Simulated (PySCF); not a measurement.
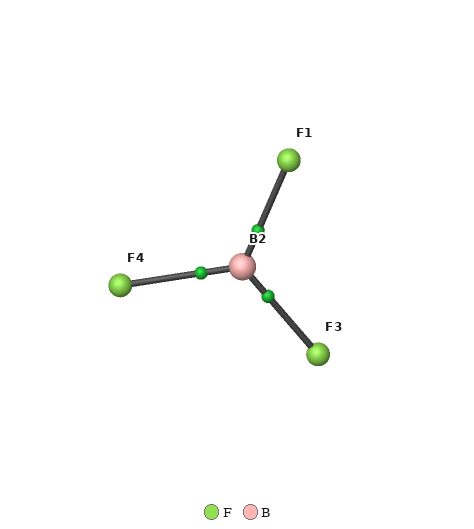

BF$_{3}$, SMILES `FB(F)F`. Molecular graph of the electron density (QTAIM): bond paths, bond critical points (green), ring points (magenta, if any); weak paths are dashed.

Computed with PySCF, B3LYP/def2-TZVP, geometry: GFN2-xTB. No frequency check shows the geometry to be a minimum.

Coordinates in Å:

```
F1      -1.2997   -0.0422    0.0000
B2       0.0000    0.0000    0.0000
F3       0.6133    1.1467    0.0000
F4       0.6864   -1.1045    0.0000
```

How many critical points of each kind are there, and does the count close?

4 nuclei, 3 bond, 0 ring and 0 cage critical points: 4 − 3 + 0 − 0 = 1, as the Poincaré–Hopf relation requires.

What does the calculation give at each kind of bond critical point?

```csv
bond,length (Å),ρ (a.u.),∇²ρ (a.u.),ε,H (a.u.)
B2–F3 (3 alike),1.300,0.222,+1.33,0.01,−0.164
```

What kind of interaction is B2–F3?

Polar or intermediate (positive Laplacian, negative energy density H): ρ = 0.222, ∇²ρ = +1.33, H = −0.164 a.u.

Cost of the run: 5.7 s on 1 thread of Intel(R) Xeon(R) Platinum 8488C (Sapphire Rapids), with other jobs on the host, peak memory 0.42 GiB.
